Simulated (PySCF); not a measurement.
## Frequency calculation of SSF

SSF, multiplicity 2, computed with UKS-based PBE0, S def2-TZVP, F def2-TZVP; non-relativistic Hamiltonian; density fitting (PySCF 2.14.0).

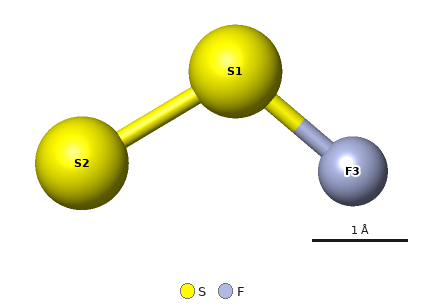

Fig. 1: The structure (ball-and-stick view, seen on its broad side; atoms are numbered from 1 in the order of the input). Bond lengths as drawn: F–S 1.63 Å and S–S 1.88 Å.

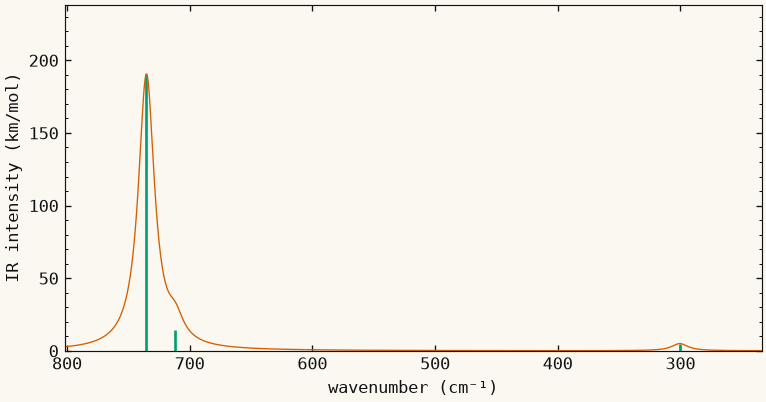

Fig. 2: Harmonic infrared spectrum, unscaled: sticks (degenerate modes added up, dark ones marked on the axis) with a Lorentzian envelope of 16 cm⁻¹ full width, scaled to the tallest stick. 3 modes from 300 to 735 cm⁻¹, none imaginary. The strongest line is at 735 cm⁻¹ (191 km/mol). All modes, in cm⁻¹ (km/mol): 300 (5.0), 712 (14.2), 735 (191).

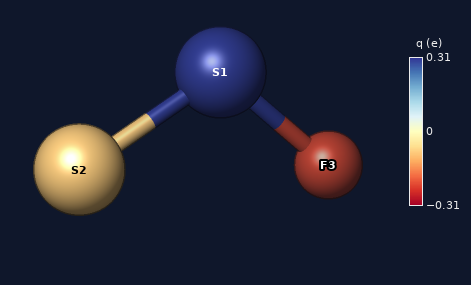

Fig. 3: Mulliken charges, as the colour of each atom (ball-and-stick view, seen at a tilt; atoms are numbered from 1 in the order of the input). By element: S −0.08 to +0.30 and F −0.22 e.

The input and output of the run follow.

### Input file
```python
from pyscf import gto, scf, dft
mol = gto.M(atom='''
S      0.291778     0.000000    -0.637441
S     -1.246659     0.000000     0.448445
F      1.606341     0.000000     0.318324''',
    basis={'S': 'def2-TZVP', 'F': 'def2-TZVP'},
    charge=0, spin=1)
mf = dft.UKS(mol, xc='PBE0')
mf.grids.atom_grid = (75, 302)
aux = {'S': 'def2-universal-JKFIT', 'F': 'def2-universal-JKFIT'}
mf = mf.density_fit(auxbasis=aux)
mf.conv_tol = 1e-09
mf.diis_space = 10
mf.max_cycle = 60
mf.verbose = 4
mf.kernel()
```

The script is an equivalent of the set-up of the self-consistent field. The run itself was carried out by a driver, which started from the orbitals of the step before it where there was one and computed the further properties.

Launch command:
```bash
OMP_NUM_THREADS=4 python axn.py task.json out
```

### Log
```
init E= -895.904910683367
  alpha nocc = 21  HOMO = -0.256519585261047  LUMO = -0.0490940164257502
  beta  nocc = 20  HOMO = -0.308319210367171  LUMO = -0.136567757288149
  HOMO = -0.256519585261  LUMO = -0.136567757288  gap/eV = 3.26406
cycle= 1 E= -895.904910683352  delta_E= 1.57e-11  |g|= 8.42e-06  |ddm|= 7.3e-06
  alpha nocc = 21  HOMO = -0.256520028045156  LUMO = -0.0490932087405268
  beta  nocc = 20  HOMO = -0.308320151698389  LUMO = -0.136568365274169
  HOMO = -0.256520028045  LUMO = -0.136568365274  gap/eV = 3.26405
Extra cycle  E= -895.904910683273  delta_E= 7.89e-11  |g|= 1.68e-05  |ddm|= 1.4e-05
converged SCF energy = -895.904910683273  <S^2> = 0.75649214  2S+1 = 2.0064816
```

### Key numbers

```json
{"quantity": "outcome", "value": "converged"}
{"quantity": "total energy", "value": "−895.904911 hartree"}
{"quantity": "⟨S²⟩", "value": "0.756"}
{"quantity": "zero-point energy", "value": "0.003981 hartree"}
{"quantity": "dipole moment", "value": "0.92 D"}
{"quantity": "wavenumbers, lowest and highest", "value": "300 and 735 cm⁻¹"}
{"quantity": "hardware", "value": "4 threads of Arm Neoverse V1, 24 GiB of memory available, shared host"}
{"quantity": "wall time", "value": "26 s (CPU time 82 s)"}
{"quantity": "peak memory", "value": "0.94 GiB"}
```
